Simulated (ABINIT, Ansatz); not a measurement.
**KF (Carobbiite): zone-centre phonons**

Wanted: the vibrations of KF (Carobbiite) at Γ, by two programs.

Method: DFT LDA, scalar-relativistic, plane waves, PseudoDojo norm-conserving pseudopotentials, in ABINIT 10.8.3.

### 1. Set-up

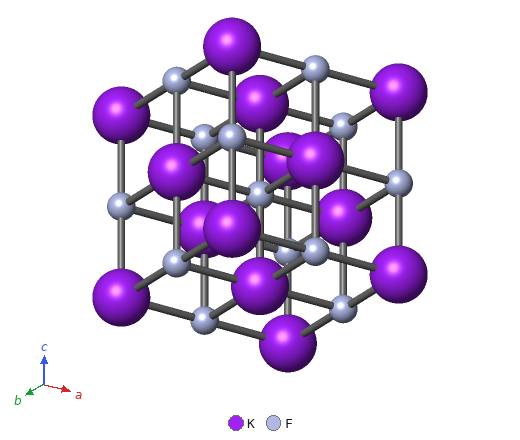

The cell as given, from a free direction (potassium purple, fluorine light blue). This picture shows the conventional cell, with its axes. Some periodic images of atoms are drawn too.

### 2. Relaxing the cell and atoms

The harmonic expansion needs vanishing forces, and a free crystal bears no stress, so cell and atoms are brought to rest. Stress is more sensitive to the basis than forces are: the last 3 Ha under the cutoff are smoothed with ecutsm, and the cutoff is raised above that of the later runs.

The starting cell comes from a relaxation made beforehand in Ansatz (LDA, PseudoDojo NC).

The input, relax.abi:

```
# relaxation
ionmov 2
optcell 2
dilatmx 1.08
ntime 40
tolmxf 1.0d-05
tolvrs 1.0d-14
prtwf 0
prtden 0
chksymtnons 0

# basis, mesh and filling
ecut 42.0
ecutsm 3.0
ngkpt 8 8 8
nshiftk 1
shiftk 0.0 0.0 0.0
istwfk *1
occopt 1
nband 8
nstep 100
diemac 9.0
prtebands 0
prtgsr 0
useylm 1

# cell and atoms
acell 3*1.0 Angstrom
rprim 
    0.0 2.579452068 2.579452068
    2.579452068 0.0 2.579452068
    2.579452068 2.579452068 0.0
ntypat 2
znucl 19 9
natom 2
typat 1 2
xred 
    0.0 0.0 0.0
    0.5 0.5 0.5
pp_dirpath "./pseudo"
pseudos "K.upf, F.upf"
```

On the command line:

```sh
> OMP_NUM_THREADS=1 mpirun -n 2 abinit relax.abi > relax.log
```

Numbers of over 12 decimals in the logs are rounded to 6 here.

relax.abo, the main output file:

```text
[banners, grids, parts of the stress and lines that vanish by symmetry left out]
- input  file    -> relax.abi
- output file    -> relax.abo
- root for input  files -> relaxi
[...]
Symmetries : space group Fm -3 m (#225); Bravais cF (face-center cubic)
[...]
mpw =        3828          nfft =       91125          nkpt =          29
[...]
== DATASET  1 ==================================================================
[...]
cutoff_energies: {ecut:  42.0, pawecutdg:  -1.0, }
[...]
ETOT  1  -54.513970565236    -5.451E+01 3.746E-01 3.118E+02
 ETOT  2  -54.591779151394    -7.781E-02 4.248E-03 1.128E+02
 ETOT  3  -54.610598295699    -1.882E-02 2.937E-04 4.168E+01
 ETOT  4  -54.615665431342    -5.067E-03 8.748E-05 5.933E+00
 ETOT  5  -54.616473531176    -8.081E-04 6.452E-06 1.118E-02
[...]
At SCF step   15       vres2   =  2.96E-18 < tolvrs=  1.00E-14 =>converged.
[...]
sigma(1 1)=  5.39728423E-07  sigma(3 2)=  0.00000000E+00
  sigma(2 2)=  5.39728423E-07  sigma(3 1)=  0.00000000E+00
  sigma(3 3)=  5.39728423E-07  sigma(2 1)=  0.00000000E+00
[...]
convergence: {deltae: -5.507E-12, res2:  2.957E-18, residm:  1.334E-20, diffor: null, }
etotal    :  -5.46164752E+01
[...]
ETOT  1  -54.616475208210    -5.462E+01 3.865E-11 2.873E-04
[...]
At SCF step    8       vres2   =  5.77E-15 < tolvrs=  1.00E-14 =>converged.
[...]
sigma(1 1)=  4.67424427E-07  sigma(3 2)=  0.00000000E+00
  sigma(2 2)=  4.67424427E-07  sigma(3 1)=  0.00000000E+00
  sigma(3 3)=  4.67424427E-07  sigma(2 1)=  0.00000000E+00
[...]
convergence: {deltae: -2.082E-12, res2:  5.771E-15, residm:  7.628E-19, diffor: null, }
etotal    :  -5.46164753E+01
[...]
ETOT  1  -54.616473470296    -5.462E+01 1.875E-05 1.199E-02
[...]
ETOT  8  -54.616475267940     4.079E-12 3.239E-17 2.727E-13
 ETOT  9  -54.616475267944    -3.794E-12 6.678E-19 1.819E-15
 At SCF step    9       vres2   =  1.82E-15 < tolvrs=  1.00E-14 =>converged.
[...]
sigma(1 1)= -2.12140139E-10  sigma(3 2)=  0.00000000E+00
  sigma(2 2)= -2.12140138E-10  sigma(3 1)=  0.00000000E+00
  sigma(3 3)= -2.12140136E-10  sigma(2 1)=  0.00000000E+00
[...]
convergence: {deltae: -3.794E-12, res2:  1.819E-15, residm:  6.678E-19, diffor: null, }
etotal    :  -5.46164753E+01
[...]
At Broyd/MD step   3, gradients are converged :
[...]
sigma(1 1)= -2.12140139E-10  sigma(3 2)=  0.00000000E+00
  sigma(2 2)= -2.12140138E-10  sigma(3 1)=  0.00000000E+00
  sigma(3 3)= -2.12140136E-10  sigma(2 1)=  0.00000000E+00
[...]
- sigma(1 1)= -6.24137837E-06  sigma(3 2)=  0.00000000E+00
- sigma(2 2)= -6.24137834E-06  sigma(3 1)=  0.00000000E+00
- sigma(3 3)= -6.24137829E-06  sigma(2 1)=  0.00000000E+00
[...]
fcart     -0.0000000000E+00 -0.0000000000E+00 -0.0000000000E+00
           strten     -2.1214013879E-10 -2.1214013792E-10 -2.1214013619E-10
================================================================================

[key lines of the parts left out:]
pressure_GPa:   6.2414E-06
Total energy (etotal) [Ha]= -5.46164752679436E+01
```

Elapsed: 51 s, on 2 MPI ranks of Intel Xeon at 2.70GHz, shared host.

Little changed from the start: no atom moved by 0.005 Å and no cell edge by 0.1 %.

Numbers from this step:

* volume per atom: 17.16 Å³
* pressure: 6.24e-6 GPa

### 3. Self-consistent run for the response

First-order wavefunctions inherit every error of the ground state, hence the very tight tolvrs. The mesh is shifted off Γ, since shifted meshes converge sums over the zone faster.

The input, gs.abi:

```
# ground state
tolvrs 1.0d-16
prtden 1
prtwf 1

# basis, mesh and filling
ecut 34.0
ngkpt 6 6 6
nshiftk 4
shiftk 
    0.5 0.5 0.5
    0.5 0.0 0.0
    0.0 0.5 0.0
    0.0 0.0 0.5
istwfk *1
occopt 1
nband 8
nstep 100
diemac 9.0
prtebands 0
prtgsr 0
useylm 1

# cell and atoms
acell 3*1.0 Angstrom
rprim 
    0.0 2.579140396 2.579140396
    2.579140396 0.0 2.579140396
    2.579140396 2.579140396 0.0
ntypat 2
znucl 19 9
natom 2
typat 1 2
xred 
    0.0 0.0 0.0
    0.5 0.5 0.5
pp_dirpath "./pseudo"
pseudos "K.upf, F.upf"
```

On the command line:

```sh
> OMP_NUM_THREADS=1 mpirun -n 2 abinit gs.abi > gs.log
```

gs.abo, the main output file:

```text
[banners, grids, parts of the stress and lines that vanish by symmetry left out]
- input  file    -> gs.abi
- output file    -> gs.abo
- root for input  files -> gsi
[...]
Symmetries : space group Fm -3 m (#225); Bravais cF (face-center cubic)
[...]
mpw =        2202          nfft =       64000          nkpt =          28
[...]
== DATASET  1 ==================================================================
[...]
cutoff_energies: {ecut:  34.0, pawecutdg:  -1.0, }
[...]
ETOT  1  -54.492430540917    -5.449E+01 2.761E-01 2.119E+02
 ETOT  2  -54.594187634720    -1.018E-01 3.757E-04 6.715E+01
 ETOT  3  -54.609488326334    -1.530E-02 2.565E-04 2.852E+01
 ETOT  4  -54.614543086062    -5.055E-03 7.581E-05 3.497E+00
 ETOT  5  -54.615246517401    -7.034E-04 4.677E-06 6.901E-03
[...]
ETOT 13  -54.615248211654     2.110E-12 2.329E-18 1.705E-14
 ETOT 14  -54.615248211655    -7.176E-13 3.677E-20 8.818E-17
 At SCF step   14       vres2   =  8.82E-17 < tolvrs=  1.00E-16 =>converged.
[...]
sigma(1 1)=  6.25240422E-05  sigma(3 2)=  0.00000000E+00
  sigma(2 2)=  6.25240422E-05  sigma(3 1)=  0.00000000E+00
  sigma(3 3)=  6.25240422E-05  sigma(2 1)=  0.00000000E+00
[...]
convergence: {deltae: -7.176E-13, res2:  8.818E-17, residm:  3.677E-20, diffor: null, }
etotal    :  -5.46152482E+01
[...]
sigma(1 1)=  6.25240422E-05  sigma(3 2)=  0.00000000E+00
  sigma(2 2)=  6.25240422E-05  sigma(3 1)=  0.00000000E+00
  sigma(3 3)=  6.25240422E-05  sigma(2 1)=  0.00000000E+00
[...]
- sigma(1 1)=  1.83952083E+00  sigma(3 2)=  0.00000000E+00
- sigma(2 2)=  1.83952083E+00  sigma(3 1)=  0.00000000E+00
- sigma(3 3)=  1.83952083E+00  sigma(2 1)=  0.00000000E+00
[...]
fcart     -0.0000000000E+00 -0.0000000000E+00 -0.0000000000E+00
           strten      6.2524042186E-05  6.2524042186E-05  6.2524042186E-05
================================================================================

[key lines of the parts left out:]
pressure_GPa:  -1.8395E+00
```

Elapsed: 16 s, on 2 MPI ranks; 32 s of CPU time.

This step gave:

```yaml
pressure: -1.840 GPa
```

The cell stands at -1.8 GPa: the relaxation ran with a smoothed and higher cutoff and on another k mesh.

### 4. Empty bands

Empty bands on the ground state's density check that the gap assumed so far is there in this cell.

The input, gap.abi:

```
# empty bands on the ground state's density
iscf -2
getden_filepath "gso_DEN"
tolwfr 1.0d-12
nbdbuf 2
prtwf 0

# basis, mesh and filling
ecut 34.0
ngkpt 8 8 8
nshiftk 1
shiftk 0.0 0.0 0.0
istwfk *1
occopt 1
nband 12
nstep 100
diemac 9.0
prtebands 0
prtgsr 0
useylm 1

# cell and atoms
acell 3*1.0 Angstrom
rprim 
    0.0 2.579140396 2.579140396
    2.579140396 0.0 2.579140396
    2.579140396 2.579140396 0.0
ntypat 2
znucl 19 9
natom 2
typat 1 2
xred 
    0.0 0.0 0.0
    0.5 0.5 0.5
pp_dirpath "./pseudo"
pseudos "K.upf, F.upf"
```

On the command line:

```sh
> OMP_NUM_THREADS=1 mpirun -n 2 abinit gap.abi > gap.log
```

gap.abo, the main output file:

```text
[banners, grids, parts of the stress and lines that vanish by symmetry left out]
- input  file    -> gap.abi
- output file    -> gap.abo
- root for input  files -> gapi
[...]
Symmetries : space group Fm -3 m (#225); Bravais cF (face-center cubic)
[...]
mpw =        2209          nfft =       64000          nkpt =          29
[...]
== DATASET  1 ==================================================================
[...]
cutoff_energies: {ecut:  34.0, pawecutdg:  -1.0, }
[...]
-outvars: echo values of variables after computation
            acell      1.8897261259E+00  1.8897261259E+00  1.8897261259E+00 Bohr
================================================================================
```

Wall time 13 s (2 MPI ranks).

This step gave:

```
gap on the k-mesh : 6.395 eV
```

In this cell the gap on the mesh is 6.4 eV, direct, so fixed occupations hold.

### 5. Linear response at Γ

The derivative of the wavefunctions by k comes first, since the response to a field is built on it; then the field and the displacements that symmetry doesn't supply are solved at q = 0.

It reads the wavefunctions written in step 3.

The input, dfpt_gamma.abi:

```
ndtset 2

# common to the responses
getwfk_filepath "gso_WFK"
kptopt 2
nqpt 1
qpt 0.0 0.0 0.0
asr 0
chneut 0

# d/dk
rfelfd1 2
rfdir1 1 1 1
iscf1 -3
tolwfr1 1.0d-20

# displacements, field
rfphon2 1
rfatpol2 1 2
rfdir2 1 1 1
rfelfd2 3
getddk2 1
tolvrs2 1.0d-10
prtwf2 0

# basis, mesh and filling
ecut 34.0
ngkpt 6 6 6
nshiftk 4
shiftk 
    0.5 0.5 0.5
    0.5 0.0 0.0
    0.0 0.5 0.0
    0.0 0.0 0.5
istwfk *1
occopt 1
nband 8
nstep 100
diemac 9.0
prtebands 0
prtgsr 0
useylm 1

# cell and atoms
acell 3*1.0 Angstrom
rprim 
    0.0 2.579140396 2.579140396
    2.579140396 0.0 2.579140396
    2.579140396 2.579140396 0.0
ntypat 2
znucl 19 9
natom 2
typat 1 2
xred 
    0.0 0.0 0.0
    0.5 0.5 0.5
pp_dirpath "./pseudo"
pseudos "K.upf, F.upf"
```

On the command line:

```sh
> OMP_NUM_THREADS=1 mpirun -n 2 abinit dfpt_gamma.abi > dfpt_gamma.log
```

dfpt_gamma.abo, the main output file:

```text
[banners, grids, parts of the stress and lines that vanish by symmetry left out]
- input  file    -> dfpt_gamma.abi
- output file    -> dfpt_gamma.abo
- root for input  files -> dfpt_gammai
[...]
DATASET    1 : space group Fm -3 m (#225); Bravais cF (face-center cubic)
[...]
nfft =       64000          nkpt =         432
[...]
DATASET    2 : space group Fm -3 m (#225); Bravais cF (face-center cubic)
[...]
nfft =       64000          nkpt =         432
[...]
== DATASET  1 ==================================================================
[...]
cutoff_energies: {ecut:  34.0, pawecutdg:  -1.0, }
[...]
-  9.00000   7.00000  201202                  znucl, zion, pspdat
[...]
Perturbation : derivative vs k along direction   1
[...]
-ETOT  1  -19.176830076499     -1.918E+01 2.141E-01 0.000E+00
 ETOT  2  -19.249926761010     -7.310E-02 1.838E-03 0.000E+00
 ETOT  3  -19.250561645092     -6.349E-04 8.957E-05 0.000E+00
 ETOT  4  -19.250569908813     -8.264E-06 1.291E-06 0.000E+00
 ETOT  5  -19.250570044034     -1.352E-07 6.074E-08 0.000E+00
[...]
At SCF step   14   max residual=  9.98E-21 < tolwfr=  1.00E-20 =>converged.
[...]
Perturbation : derivative vs k along direction   2
[...]
-ETOT  1  -19.176830076193     -1.918E+01 2.141E-01 0.000E+00
[...]
At SCF step   14   max residual=  9.98E-21 < tolwfr=  1.00E-20 =>converged.
[...]
Perturbation : derivative vs k along direction   3
[...]
-ETOT  1  -19.176830075886     -1.918E+01 2.141E-01 0.000E+00
[...]
At SCF step   14   max residual=  9.98E-21 < tolwfr=  1.00E-20 =>converged.
[...]
1        1       0.7306355095    0.0000000000
     1        2       0.3653177547   -0.0000000000
     1        3       0.3653177548    0.0000000000
     2        1       0.3653177547   -0.0000000000
     2        2       0.7306355095   -0.0000000000
     2        3       0.3653177548   -0.0000000000
     3        1       0.3653177548    0.0000000000
     3        2       0.3653177548   -0.0000000000
     3        3       0.7306355095   -0.0000000000
[...]
== DATASET  2 ==================================================================
[...]
cutoff_energies: {ecut:  34.0, pawecutdg:  -1.0, }
[...]
Perturbation : displacement of atom   1   along direction   1
[...]
-ETOT  1   3.057540     -1.523E+03 4.594E+00 2.601E+02
[...]
At SCF step   11       vres2   =  1.96E-12 < tolvrs=  1.00E-10 =>converged.
[...]
Perturbation : displacement of atom   2   along direction   1
[...]
-ETOT  1   4.135586     -4.593E+03 6.984E+00 1.874E+03
[...]
At SCF step   10       vres2   =  5.32E-12 < tolvrs=  1.00E-10 =>converged.
[...]
Perturbation : homogeneous electric field along direction   1
[...]
-ETOT  1  -22.343021266239     -2.234E+01 4.606E-01 7.677E+03
[...]
ETOT  9  -25.161692143627     -2.139E-12 6.561E-14 4.136E-10
 ETOT 10  -25.161692143627     -1.101E-13 1.444E-15 1.551E-12
 At SCF step   10       vres2   =  1.55E-12 < tolvrs=  1.00E-10 =>converged.
[...]
Dielectric tensor, in cartesian coordinates,
[...]
1    4   1    4         2.0955314815        -0.0000000000
   1    4   2    4        -0.0000000000        -0.0000000000
   1    4   3    4        -0.0000000000        -0.0000000000
   2    4   1    4        -0.0000000000        -0.0000000000
   2    4   2    4         2.0955314815        -0.0000000000
   2    4   3    4        -0.0000000000        -0.0000000000
   3    4   1    4        -0.0000000000        -0.0000000000
   3    4   2    4        -0.0000000000        -0.0000000000
   3    4   3    4         2.0955314815        -0.0000000000
  Effective charges, in cartesian coordinates,
[...]
1    1   1    4         1.1508733230         0.0000000000
   2    1   1    4         0.0000000000         0.0000000000
   3    1   1    4        -0.0000000000         0.0000000000
   1    2   1    4        -1.1500598418         0.0000000000
   2    2   1    4        -0.0000000000         0.0000000000
[...]
Effective charges, in cartesian coordinates,
[...]
2    4   1    2        -0.0000000000         0.0000000000
   3    4   1    2        -0.0000000000         0.0000000000
   1    4   2    2         0.0000000000         0.0000000000
   2    4   2    2        -1.1500597689         0.0000000000
   3    4   2    2         0.0000000000         0.0000000000
   1    4   3    2        -0.0000000000         0.0000000000
   2    4   3    2         0.0000000000         0.0000000000
   3    4   3    2        -1.1500597689         0.0000000000
  Phonon wavevector (reduced coordinates) :  0.00000  0.00000  0.00000
 Phonon energies in Hartree :
[...]
Phonon frequencies in cm-1    :
-  2.270339E+00  2.270339E+00  2.270339E+00  2.109396E+02  2.109396E+02
-  2.109396E+02
  Phonon at Gamma, with non-analyticity in the
[...]
Phonon energies in Hartree :
[...]
Phonon frequencies in cm-1    :
-  2.270339E+00  2.270339E+00  2.271761E+00  2.109396E+02  2.109396E+02
-  3.395898E+02
  Phonon at Gamma, with non-analyticity in the
[...]
Phonon energies in Hartree :
[...]
Phonon frequencies in cm-1    :
-  2.270339E+00  2.270339E+00  2.271761E+00  2.109396E+02  2.109396E+02
-  3.395898E+02
  Phonon at Gamma, with non-analyticity in the
[...]
Phonon energies in Hartree :
[...]
Phonon frequencies in cm-1    :
-  2.270339E+00  2.270339E+00  2.271761E+00  2.109396E+02  2.109396E+02
-  3.395898E+02
[...]
fcart2     0.0000000000E+00  0.0000000000E+00  0.0000000000E+00
           strten2     0.0000000000E+00  0.0000000000E+00  0.0000000000E+00
================================================================================
```

Elapsed: 13 min, on 2 MPI ranks; 25 min of CPU time.

This step gave:

```yaml
miss_of_the_charge_sum_rule: 8.13e-4 e
largest_acoustic_frequency_at_the_zone_centre_before_the_sum_rule: 2.27 cm⁻¹
highest_optical_zone_centre_mode_no_lo_to_term: 210.9 cm⁻¹
lowest_optical_zone_centre_mode: 210.9 cm⁻¹
mean_high_frequency_dielectric_constant: 2.095
largest_born_charge_in_size_third_of_the_trace: 1.151 e
```

Born charge (rows field, columns displacement), before the sum rule (e), principal values of the symmetric part by kind of site:

```tsv
atom	atoms with these values	low	middle	high	mean
K1	1	1.15	1.15	1.15	1.15
F2	1	-1.15	-1.15	-1.15	-1.15
```

In full for K1:

```
1.15 0.00 0.00
0.00 1.15 0.00
0.00 0.00 1.15
```

High-frequency dielectric tensor:

```
2.10 0.00 0.00
0.00 2.10 0.00
0.00 0.00 2.10
```

The acoustic modes at Γ come out as far as 2.3 cm⁻¹ from zero, where they should vanish, a small numerical error; the Born charges miss their sum rule by 8.1e-4 e, which is good.

(Part 1 of 2 ends here.)

[Host names and launcher messages were left out of these logs when they were recorded.]

[Logs are printed without paths, hosts, clocks, repeated set-up lines and the standing remarks that a program may print on its own settings, such as how far it seeks lower states.]

[Hosts, paths, dates, database ids (printed as entryN), source tags and the programs' standing remarks are cut or masked in the printed files.]
